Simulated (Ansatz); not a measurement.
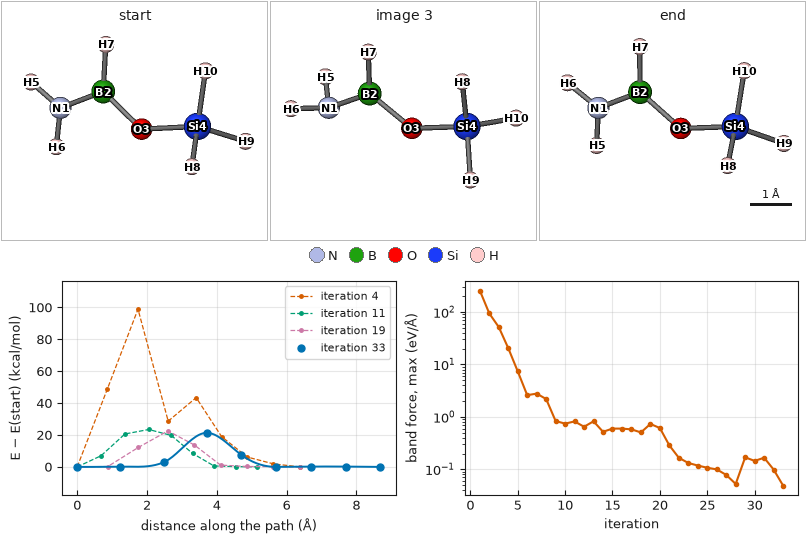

NEB run on BSiNH$_{6}$O. Images are numbered from 0 (start) to 8 (end). The plot follows the band through its iterations. The picture is a ball-and-stick view, seen at a tilt.

Level of theory: UKS BLYP/def2-SVP (Ansatz). Set-up: 7 movable images; climbing image; force threshold 0.05 eV/Å; iteration limit 60; starting path through a guess of the saddle point.

> Judge this run.

The result is final at these settings. The band converged in 33 iterations. The largest component of the band force went from 260 to 0.049 eV/Å. The climbing image converged on the top of the path. Its vibrational analysis gives one imaginary mode (519i cm⁻¹), as a transition state must have. The first iteration put the highest image at 1047.9 kcal/mol. The barrier is about 21.4 kcal/mol in both directions, with image 3 at the top; the ends have the same energy.

Cost: 8 min on 2 threads of Intel(R) Xeon(R) Platinum 8375C CPU @ 2.90GHz (Ice Lake), on a shared host, peak memory 0.18 GiB.
